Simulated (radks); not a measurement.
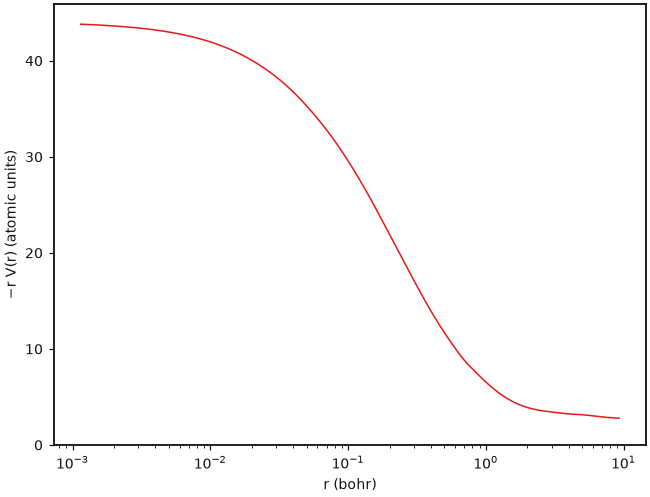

Ru with charge +2.75 in the configuration [Kr] 4d4.25 5p1. Theory: scalar-relativistic Kohn-Sham, PBE, spin-unpolarised, spherical densities, point nucleus (computed with the in-house radial solver radks).

The plot shows the screened charge −r V(r) of the Kohn-Sham potential.

Q: What does the plot show?

Answer: Close to the nucleus it reaches 43.8, near the nuclear charge 44. It falls through 23.375, midway between the nuclear and the ionic charge, at r = 0.18 bohr, and stands at 2.79 at the end of the plot (r = 9.3 bohr); the net charge is +2.75. The exact potential would level off one unit above the net charge.
